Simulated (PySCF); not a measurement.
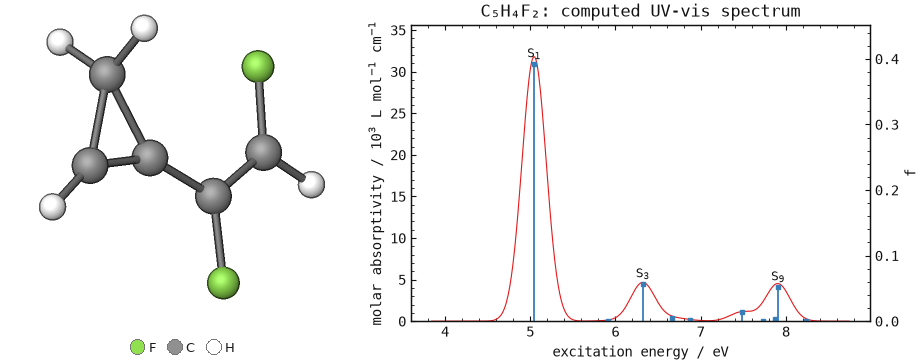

Computed absorption of C₅H₄F₂, SMILES F/C=C(/F)C1=CC1. Vertical TDDFT excitations, PBE0/def2-TZVP, PySCF 2.14.0, at a PBE0-D3(BJ)/def2-SVP geometry (no frequency check), gas phase. The lowest 10 singlet states are shown; each is broadened by a Gaussian of 1/e half-width 0.20 eV. Sticks give oscillator strengths (right axis).

Where is the lowest singlet, and is it bright?

Answer. S1 lies at 5.05 eV (246 nm) with f = 0.393, mainly HOMO → LUMO (95 %); it is bright.

Does any vertical transition fall in the visible?

Answer. No singlet lies below 3.1 eV (beyond 400 nm), so at this level no vertical transition falls in the visible.

List the transitions behind the spectrum.

Answer.
```csv
state,E (eV),λ (nm),f,main character
S1,5.05,246,0.393,HOMO → LUMO (95 %)
S2,5.92,210,0.001,HOMO−2 → LUMO (99 %)
S3,6.32,196,0.057,HOMO−1 → LUMO (92 %)
S4,6.67,186,0.004,HOMO → LUMO+1 (92 %)
S5,6.87,180,0.001,HOMO−3 → LUMO (98 %)
S6,7.48,166,0.014,HOMO → LUMO+2 (86 %)
S7,7.73,160,0.000,HOMO → LUMO+4 (89 %)
S8,7.88,157,0.003,HOMO → LUMO+5 (90 %)
S9,7.91,157,0.053,HOMO → LUMO+3 (90 %)
S10,8.24,150,0.000,HOMO−4 → LUMO (95 %)
```

Caveats: states above the negative HOMO energy depend on the basis; one conformer of a flexible molecule; core orbitals are frozen in the response; def2-TZVP has no diffuse functions, so states with Rydberg character are missing or too high.
